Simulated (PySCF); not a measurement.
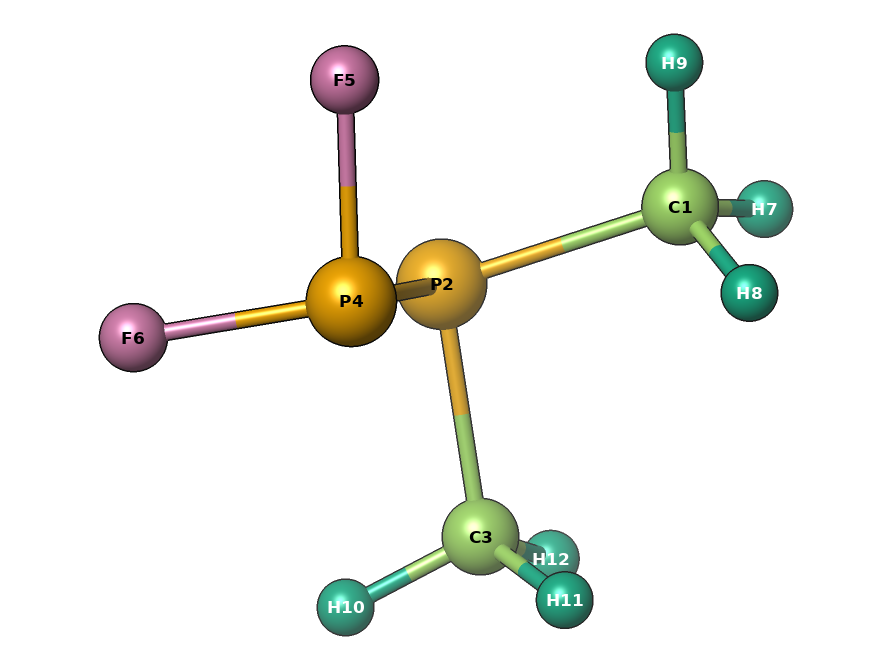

P2 lies behind P4. The molecule seen a little off the P4–P2 bond, P4 in front. Distant atoms are faded towards the background colour. The geometry was computed by an optimisation with PBE0-D3(BJ)/def2-SVP. No frequency run is at hand to confirm it as a minimum.

### What is the torsion angle F5–P4–P2–C1? The sign is positive where the front bond must turn clockwise to cover the back bond.

72°, synclinal (gauche).
